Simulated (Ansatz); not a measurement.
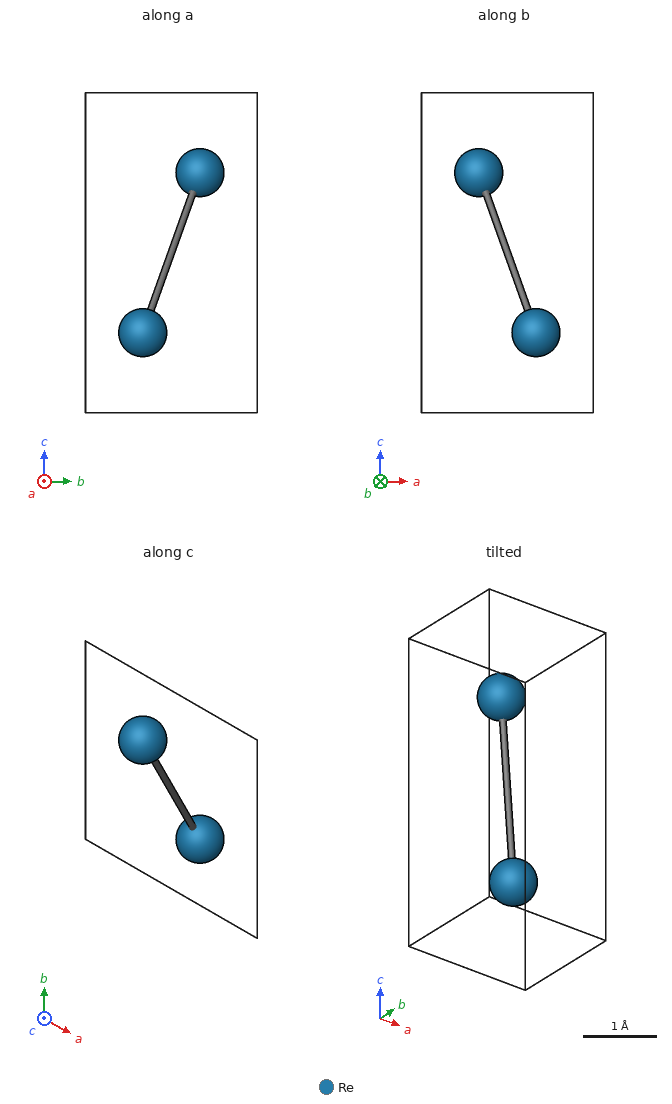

Ball-and-stick drawing of the structure, looking along the a axis, along the b axis, along the c axis and slightly off an axis. The conventional unit cell is outlined; an atom on or near a face, edge or corner is repeated at each equivalent position.

Lattice parameters: a = 2.7370 Å, b = 2.7370 Å, c = 4.4173 Å, α = 90.000°, β = 90.000°, γ = 120.000°.

**Give the structure in the form of a CIF with its space group and independent sites.**

```cif
data_structure
_symmetry_space_group_name_H-M 'P 63/m m c'
_symmetry_Int_Tables_number 194
_cell_length_a 2.7370
_cell_length_b 2.7370
_cell_length_c 4.4173
_cell_angle_alpha 90.000
_cell_angle_beta 90.000
_cell_angle_gamma 120.000
_cell_volume 28.66
loop_
_atom_site_label
_atom_site_type_symbol
_atom_site_symmetry_multiplicity
_atom_site_Wyckoff_symbol
_atom_site_fract_x
_atom_site_fract_y
_atom_site_fract_z
_atom_site_occupancy
Re1 Re 2 d 0.3333 0.6667 0.7500 1
```

The model was built from the standard structure of this element. Earlier steps of the study may have refined or changed the cell and positions. Ansatz was used for an electronic-structure calculation on it.
